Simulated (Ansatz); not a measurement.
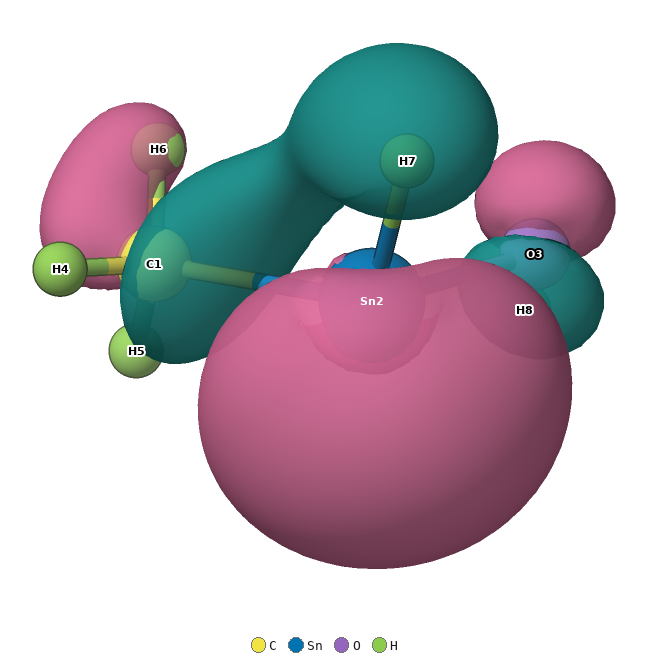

CH5OSn (doublet). One frontier orbital at ±0.1 Å⁻³ᐟ² (teal and pink are the two phases), seen from one side.

Geometry: PBE0-D4/def2-TZVP; core potentials replace the inner electrons of Sn.

Level of theory: UKS PBE0-D4/def2-TZVPP (Ansatz).

```xyz
8

C    -0.7917    0.9049   -0.0936
Sn    1.1464   -0.0102    0.2093
O     0.8188   -1.9537    0.4233
H    -0.6664    1.9480   -0.3846
H    -1.3834    0.8514    0.8193
H    -1.2942    0.3560   -0.8923
H     2.0883    0.0048   -1.2417
H     0.1743   -2.1583    1.1046
```

Question: Which orbital is it: HOMO (β) or LUMO (β)?

Answer: The LUMO (β), at −2.91 eV. It lies mainly on Sn2 (about 70 %), C1 (about 10 %), O3 (about 10 %) and H7 (about 10 %).
